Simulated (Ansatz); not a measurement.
# doublet AlH3F at 5 levels

We compute a comparison of 5 runs (U-r2SCAN/STO-3G, U-wB97X/STO-3G, UMP2/STO-3G, UCCSDT(Q)/STO-3G, UCCSD(T)/STO-3G) of doublet AlH3F. 

Program for the calculation: Ansatz 0.2.0.

1 further run of the same task is left out (it didn't finish).

## 1. Starting point

AlH3F has 5 atoms, charge 0, and is taken as a doublet. As SMILES of the parent species, `[H][Al-]([H])([H])[F]`. The shape comes from GFN2-xTB, which is rough for such elements, and wasn't checked as a minimum. That shape belongs to the parent species and isn't relaxed for this state.

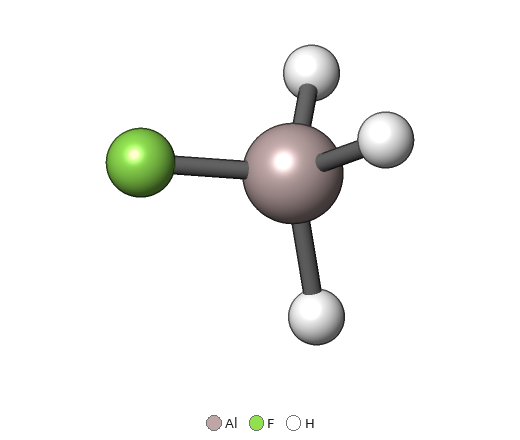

Viewed from a chosen angle; aluminium light grey, fluorine green, hydrogen white.

## 2. A single-point energy at U-r2SCAN/STO-3G (run 1)

Input file in.yaml:

```yaml
crystal:
  periodic: [false, false, false]
  atoms:
    - {symbol: Al, position_ang: [-0.000570, 0.000210, -0.037540]}
    - {symbol: F, position_ang: [0.011440, -0.019350, 1.657940]}
    - {symbol: H, position_ang: [1.529880, 0.011490, -0.550320]}
    - {symbol: H, position_ang: [-0.774560, 1.332620, -0.519830]}
    - {symbol: H, position_ang: [-0.766190, -1.324970, -0.550240]}
basis:
  gaussian:
    orbitals: STO-3G
magnetization:
  spin_polarized: true
  initial_magnetization: 1
accuracy: high
hamiltonian:
  xc: {name: r2SCAN}
```

On the command line:

```sh
$ ansatz run in.yaml --threads 1 --pin off --max-ram 2610MiB --events-out events.jsonl --progress --plain --runs-dir runs
```

Standard output:

```text
Warning: RAYON_NUM_THREADS=1 ignored (pool sized by the plan → 1); use --threads N
Functional definition: r2SCAN
  name "r2SCAN"
  parameter k0 = 0.174
  parameter k1 = 0.065
  parameter a1 = 4.9479
  exchange = r2scan_x(k0 = k0, k1 = k1, a1 = a1)
  correlation = r2scan_c
290 factors; integrals over basis functions are off by at most 8.1e-9 eV
mean field evaluation 1: about -9238.3056 eV, gradient 1.4e1 eV
mean field evaluation 2: about -9235.2801 eV, gradient 1.8e1 eV
mean field evaluation 4: about -9239.5570 eV, gradient 4.3e0 eV
mean field evaluation 8: about -9239.5754 eV, gradient 3.9e0 eV
mean field evaluation 16: about -9239.7547 eV, gradient 2.3e-1 eV
mean field evaluation 32: about -9239.7569 eV, gradient 6.2e-2 eV
mean field evaluation 64: about -9239.6991 eV, gradient 2.1e0 eV
mean field -9239.75601966 eV, -339.5547707909 hartree, gradient 2.0e-8 eV, S^2 0.756744; 6 other end points of the search recorded, 0 dependent functions left out
reference -9239.75602046 eV, -339.5547708202 hartree; 13, 12 occupied and 4, 5 virtual orbitals, 290 factors
Total energy: -9239.75602046 eV, -339.5547708202 hartree
```

Run time: 9.9 s. Hardware: 1 thread of Arm Neoverse V2, shared host; peak memory 0.21 GiB.

## 3. The energy at U-wB97X/STO-3G (run 2)

Input file run.yaml:

```yaml
crystal:
  periodic: [false, false, false]
  atoms:
    - symbol: Al
      position_ang: [-0.000570, 0.000210, -0.037540]
    - symbol: F
      position_ang: [0.011440, -0.019350, 1.657940]
    - symbol: H
      position_ang: [1.529880, 0.011490, -0.550320]
    - symbol: H
      position_ang: [-0.774560, 1.332620, -0.519830]
    - symbol: H
      position_ang: [-0.766190, -1.324970, -0.550240]
basis:
  gaussian:
    orbitals: STO-3G
magnetization:
  spin_polarized: true
  initial_magnetization: 1
hamiltonian:
  xc: {name: wB97X}
accuracy: high
```

On the command line:

```sh
$ ansatz run run.yaml --threads 1 --pin off --max-ram 2610MiB --events-out events.jsonl --progress --plain --runs-dir runs
```

Standard output (excerpt; [...] marks lines left out):

```text
Warning: RAYON_NUM_THREADS=1 ignored (pool sized by the plan → 1); use --threads N
Functional definition: wB97X
  name "wB97X"
[...]
      + exact_x_lr(omega)
[...]
      + integral(e_c_pw_opposite_spin*poly(b97_u_opposite, 1, cos1, cos2, cos3, cos4))
290 factors; integrals over basis functions are off by at most 8.1e-9 eV
131 factors; integrals over basis functions are off by at most 6.7e-10 eV
[...]
mean field -9240.08829235 eV, -339.5669815872 hartree, gradient 3.6e-8 eV, S^2 0.758742; 2 other end points of the search recorded, 0 dependent functions left out
reference -9240.08829086 eV, -339.5669815324 hartree; 13, 12 occupied and 4, 5 virtual orbitals, 290 factors
Total energy: -9240.08829086 eV, -339.5669815324 hartree
```

Wall time 29 s (1 thread of Arm Neoverse V2, shared host); peak memory 0.39 GiB.

Runs 3 to 4 aren't shown in full; the table further down has their settings and results.

## 4. A single-point energy at UCCSD(T)/STO-3G (run 5)

Input file job.yaml:

```yaml
crystal:
  periodic: [false, false, false]
  atoms:
    - {symbol: Al, position_ang: [-0.000570, 0.000210, -0.037540]}
    - {symbol: F, position_ang: [0.011440, -0.019350, 1.657940]}
    - {symbol: H, position_ang: [1.529880, 0.011490, -0.550320]}
    - {symbol: H, position_ang: [-0.774560, 1.332620, -0.519830]}
    - {symbol: H, position_ang: [-0.766190, -1.324970, -0.550240]}
basis:
  gaussian:
    orbitals: STO-3G
magnetization:
  spin_polarized: true
  initial_magnetization: 1
correlation:
  method: ccsd_t
  frozen_orbitals: {Al: 5, F: 1, H: 0}
accuracy: high
scf:
  omitted_lower_state_checks: [cluster_reference, increment]
```

On the command line:

```sh
$ ansatz run job.yaml --threads 1 --pin off --max-ram 2610MiB --events-out events.jsonl --progress --plain --runs-dir runs
```

Standard output:

```text
Warning: RAYON_NUM_THREADS=1 ignored (pool sized by the plan → 1); use --threads N
[... 21 lines left out ...]
6 core orbitals not correlated: weight in the atoms' cores, before any rotation towards them, 0.999 or more for the frozen orbitals, at most 0.000 for the correlated occupied ones
[... 47 lines left out ...]
Total energy: -9218.00655924 eV, -338.7554928628 hartree
Checks for a lower state left out: cluster_reference, increment
```

Run time: 1 s. Hardware: 1 thread of Arm Neoverse V2, shared host.

## 5. The series

| run | level | frozen core orbitals | energy (Eh) | ⟨S²⟩ | wall time |
| --- | --- | --- | --- | --- | --- |
| 1 | U-r2SCAN/STO-3G | – | -339.554771 | 0.757 | 9.9 s |
| 2 | U-wB97X/STO-3G | – | -339.566982 | 0.759 | 29 s |
| 3 | UMP2/STO-3G | 6 | -338.725025 | 0.755 | 0.87 s |
| 4 | UCCSDT(Q)/STO-3G | 6 | -338.757056 | 0.755 | 1.7 s |
| 5 | UCCSD(T)/STO-3G | 6 | -338.755493 | 0.755 | 1 s |

## 6. Summary of results

| quantity | value |
| --- | --- |
| run 5: total energy | -338.75549 Eh |
| run 5: correlation energy (6 core orbitals frozen) | -72.4 mEh |
| run 5: (T) correction | -1.71 mEh |
| run 5: ⟨S²⟩ of the reference determinant | 0.755 |
| run 5: T1 diagnostic | 0.057 |

Totals of different functionals can't be ranked against each other. In runs 1, 2, 3, 4, 5 the basis is minimal, so the values are rough. All runs together took 43 s, the longest 29 s.
